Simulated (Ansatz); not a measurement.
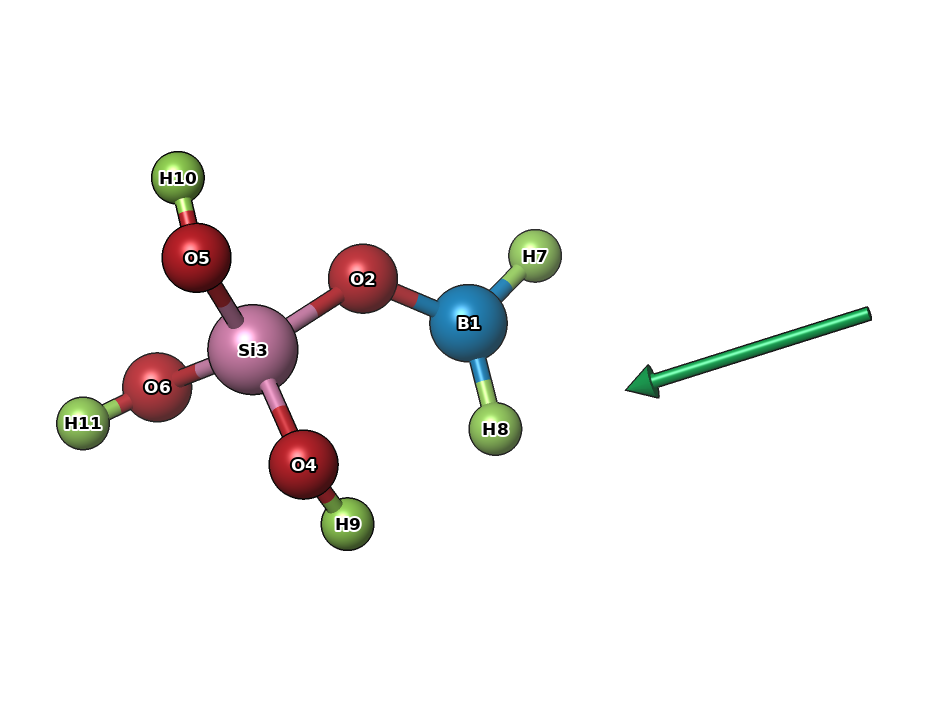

The arrow beside the molecule shows the direction of the dipole moment, from the negative to the positive end (its length means nothing). The computed structure is the end point of a PBE-D4/def2-SVP optimisation. No frequency run is at hand to confirm it as a minimum. Properties computed with RKS PBE-D4/def2-SVP (Ansatz 0.2.0).

**Estimate the dipole moment.**

1.78 D; it points from the side of H7 to the side of H11 (the outermost atoms at the two ends).
